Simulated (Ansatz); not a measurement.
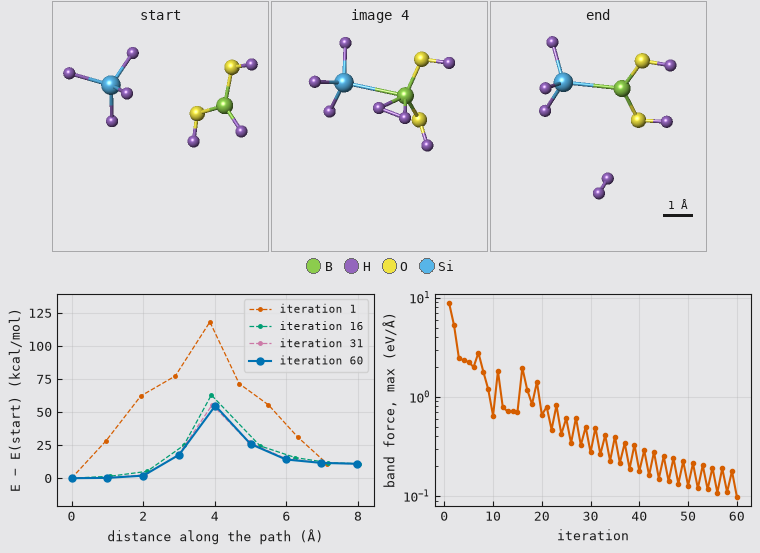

A search for the minimum-energy path of BSiH7O2, made up at the start of BH3O2 and SiH$_{4}$ by the nudged elastic band. Images are numbered from 0 (start) to 8 (end). The plot follows the band through its iterations. The picture is a ball-and-stick view, seen at a tilt.

Theory: Ansatz, RKS PBE-D4/6-31G*. Run with 7 movable images; climbing image; force threshold 0.03 eV/Å; iteration limit 60; optimiser L-BFGS; largest step 0.5 Å; starting path through a guess of the saddle point.

### Did the band converge, and can the barrier be trusted?

The result isn't final. The band hadn't converged when the run stopped after 60 iterations. The largest component of the band force went from 8.8 to 0.099 eV/Å. The barrier read from it is provisional, though the highest image hardly moved in the last two iterations. The step length is far from the usual. The first iteration put the highest image at 118.3 kcal/mol. The highest point, image 4, lies 54.9 kcal/mol above the start and 43.9 kcal/mol above the end; the end is at +10.9 kcal/mol relative to the start.

Limits of the set-up: the start holds two separate molecules, 2.9 Å apart at their closest, whose relative position is a soft coordinate.
